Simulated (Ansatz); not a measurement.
# (BaO)2(AgCl)2 [001] superlattice, started as rocksalt type: phonons and vibrational spectra, part 2 of 2

The cell of (BaO)2(AgCl)2 [001] superlattice, started as rocksalt type is at rest. What are its phonons?

Ansatz 0.2.0; DFT PBE, scalar-relativistic, plane waves, PAW.

So far: Starting point; Linear response at the zone centre.

The structure was built from a prototype and need not be the compound's stable phase.

### Step 2. Linear response at the zone centre (continued)

Transverse modes. Lines of the infrared spectrum (strongest = 100):

```
position (cm⁻¹)  lines merged  relative intensity
             39             1                 0.0
             53             1                 8.3
             61             2                  29
             74             1                 0.0
             78             1                 3.7
             88             1                 0.0
            107             1                 0.0
            159             1                  16
            162             1                 100
            170             1                 0.0
            198             1                 0.0
            308             1                 0.0
            309             1                  39
```

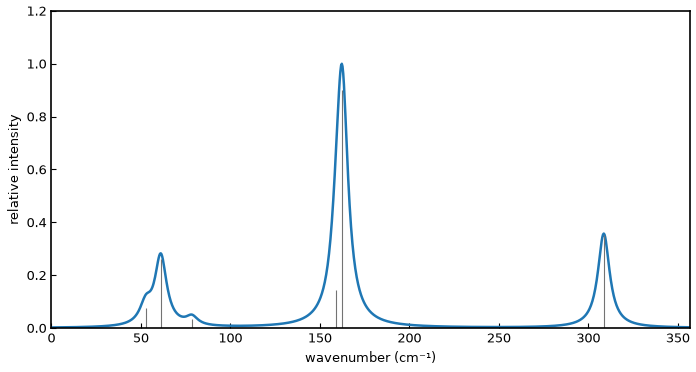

The infrared spectrum, broadened with Lorentzians of width 8 cm⁻¹; bars mark the lines.

Activity x (w_L - w)^4 (n + 1)/w, 532 nm, 300 K; the tensors are static ones, while 532 nm light lies above the computed direct gap, where resonance would change the heights; modes without the macroscopic field alone. Lines of the Raman spectrum (strongest = 100):

```
position (cm⁻¹)  lines merged  relative intensity
             39             1                  14
             53             1                 0.0
             61             2                 100
             74             1                 0.1
             78             1                 0.0
             88             1                 0.0
            107             1                  15
            159             1                 0.0
            162             1                 0.0
            170             1                 1.7
            198             1                  94
            308             1                  35
            309             1                 0.0
```

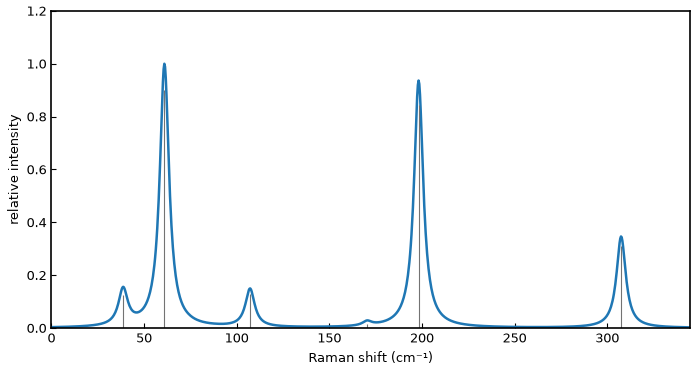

The Raman spectrum, broadened with Lorentzians of width 6 cm⁻¹; bars mark the lines.

Before it was imposed, the acoustic sum rule was missed by 1.3e-4 eV/Å² and the charge sum rule by 0.036 e. The charge miss is large and points to the mesh or the basis. The lowest optical mode is real, 38.6 cm⁻¹.

The log warns of the k mesh: “the force constants stand on the 8×8×2 k-mesh, whose period is 12.14 times the interband length at k = (0.0000, 0.0000, 0.0000), direct gap 1.960 eV, under 14: take them and everything formed from them as unconverged”.

### Step 3. Isotope substitution, element Ag, natural mass 107.868 amu

An isotope changes the mass and not the force constants, so no new electronic calculation is needed; the shifts show which modes move this element.

The same force constants with the mass of Ag changed from 107.868 to 108.905 u (phonopy, no LO-TO term). Both lists are sorted by frequency; levels can cross, so a row need not hold one and the same mode. Modes under 3 cm⁻¹ are left out. Isotope shifts, by row:

```
    q  rank  natural mass (cm⁻¹)  changed mass (cm⁻¹)
0 0 0     4                38.65                38.49
0 0 0     5                38.65                38.49
0 0 0     6                52.69                52.62
0 0 0     7                52.69                52.62
0 0 0     8                61.01                60.75
0 0 0     9                61.13                61.03
0 0 0    10                61.13                61.03
0 0 0    11                74.13                74.09
0 0 0    12                74.13                74.09
0 0 0    13                78.49                78.25
0 0 0    14                88.44                88.43
0 0 0    15                88.44                88.43
0 0 0    16                107.2                107.2
0 0 0    17                159.2                159.2
0 0 0    18                162.4                162.4
0 0 0    19                162.4                162.4
0 0 0    20                170.4                170.4
0 0 0    21                170.4                170.4
0 0 0    22                198.2                198.2
0 0 0    23                307.5                307.5
0 0 0    24                308.6                308.6
```

A mode of this element alone would shift by -0.48 %. The highest zone-centre frequency without the field goes from 308.6 to 308.6 cm⁻¹ (+0.0 %). The product of the frequency ratios over all optical modes at Γ is 0.977; the product rule, (m/m′)^(3k/2) (M′/M)^(3/2) with k = 2 such atoms and M the mass of the cell, gives 0.977.

### Step 4. Another isotope, element Ba, natural mass 137.327 amu

The same for Ba, from 137.33 to 133.90 u.

The same force constants with the mass of Ba changed from 137.327 to 133.905 u (phonopy, no LO-TO term). Both lists are sorted by frequency; levels can cross, so a row need not hold one and the same mode. Modes under 3 cm⁻¹ are left out. Isotope shifts, by row:

```
    q  rank  natural mass (cm⁻¹)  changed mass (cm⁻¹)
0 0 0     4                38.65                 38.7
0 0 0     5                38.65                 38.7
0 0 0     6                52.69                53.01
0 0 0     7                52.69                53.01
0 0 0     8                61.01                61.05
0 0 0     9                61.13                61.14
0 0 0    10                61.13                61.14
0 0 0    11                74.13                74.97
0 0 0    12                74.13                74.97
0 0 0    13                78.49                78.74
0 0 0    14                88.44                88.44
0 0 0    15                88.44                88.44
0 0 0    16                107.2                108.3
0 0 0    17                159.2                159.7
0 0 0    18                162.4                162.5
0 0 0    19                162.4                162.5
0 0 0    20                170.4                170.4
0 0 0    21                170.4                170.4
0 0 0    22                198.2                198.5
0 0 0    23                307.5                307.7
0 0 0    24                308.6                308.8
```

A mode of this element alone would shift by +1.27 %. The highest zone-centre frequency without the field goes from 308.6 to 308.8 cm⁻¹ (+0.1 %). The product of the frequency ratios over all optical modes at Γ is 1.061; the product rule, (m/m′)^(3k/2) (M′/M)^(3/2) with k = 2 such atoms and M the mass of the cell, gives 1.060.

### Step 5. Isotope substitution, element Cl, natural mass 35.45 amu

The same for Cl, from 35.45 to 36.97 u.

The same force constants with the mass of Cl changed from 35.450 to 36.966 u (phonopy, no LO-TO term). Both lists are sorted by frequency; levels can cross, so a row need not hold one and the same mode. Modes under 3 cm⁻¹ are left out. Isotope shifts, by row:

```
    q  rank  natural mass (cm⁻¹)  changed mass (cm⁻¹)
0 0 0     4                38.65                38.62
0 0 0     5                38.65                38.62
0 0 0     6                52.69                 52.4
0 0 0     7                52.69                 52.4
0 0 0     8                61.01                60.37
0 0 0     9                61.13                60.37
0 0 0    10                61.13                60.96
0 0 0    11                74.13                74.12
0 0 0    12                74.13                74.12
0 0 0    13                78.49                78.35
0 0 0    14                88.44                86.72
0 0 0    15                88.44                86.72
0 0 0    16                107.2                  107
0 0 0    17                159.2                156.7
0 0 0    18                162.4                162.3
0 0 0    19                162.4                162.3
0 0 0    20                170.4                170.3
0 0 0    21                170.4                170.3
0 0 0    22                198.2                194.8
0 0 0    23                307.5                307.4
0 0 0    24                308.6                308.3
```

A mode of this element alone would shift by -2.07 %. The highest zone-centre frequency without the field goes from 308.6 to 308.3 cm⁻¹ (-0.1 %). The product of the frequency ratios over all optical modes at Γ is 0.888; the product rule, (m/m′)^(3k/2) (M′/M)^(3/2) with k = 2 such atoms and M the mass of the cell, gives 0.889.

### Step 6. Isotope substitution, element O, natural mass 15.999 amu

The same for O, from 16.00 to 18.00 u.

A mode of this element alone would shift by -5.72 %. The highest zone-centre frequency without the field goes from 308.6 to 292.6 cm⁻¹ (-5.2 %). The product of the frequency ratios over all optical modes at Γ is 0.709; the product rule, (m/m′)^(3k/2) (M′/M)^(3/2) with k = 2 such atoms and M the mass of the cell, gives 0.709.

### Step 7. Results

```yaml
space_group_within_0p01_a: P4/nmm
volume_per_atom: 21.8 Å³
gap_on_the_k_mesh: 1.76 eV
highest_optical_mode_at_the_zone_centre_no_lo_to_term: 309 cm⁻¹
top_of_the_zone_centre_spectrum_with_the_field: 377 cm⁻¹
lowest_optical_zone_centre_mode: 38.6 cm⁻¹
mean_high_frequency_dielectric_constant: 4.59
mean_static_dielectric_constant: 28.7
largest_born_charge_third_of_the_trace: 2.67 e
imaginary_modes_at_gamma_the_only_wavevector_solved: none
```

**Reading.** The structure is stable against zone-centre distortions, since no mode there is imaginary; runs at other wavevectors are not part of this account. Without the field, the optical modes at Γ span 39 to 309 cm⁻¹. The dispersion is not part of this account. The highest mode in this list at Γ, 308.6 cm⁻¹, is mostly motion of O (91 % of the kinetic energy). With the macroscopic field of the longitudinal modes the top of the zone-centre spectrum lies at 377 cm⁻¹, against 309 cm⁻¹ without it. Lattice motion raises the mean dielectric constant from 4.593 to 28.74. The strongest infrared line is at 162 cm⁻¹. Averaged over orientations, the strongest Raman line at 532 nm and 300 K is at 61 cm⁻¹. The tensors are the static, non-resonant ones, while 532 nm light (2.33 eV) lies above the computed gap. With the field response the log warns that the k mesh is coarse for the force constants too, so the frequencies may not be converged. Spin-orbit coupling is left out, which can matter for the heavy elements here. The starting cell was built on a prototype and not taken from a measurement, so the phase need not exist. These are harmonic frequencies at zero temperature: anharmonic shifts, linewidths and thermal expansion are left out.

[Logs are printed without paths, hosts, clocks, repeated set-up lines and the standing remarks that a program may print on its own settings, such as how far it seeks lower states.]

[Hosts, paths, dates, database ids (printed as entryN), source tags and the programs' standing remarks are cut or masked in the printed files.]
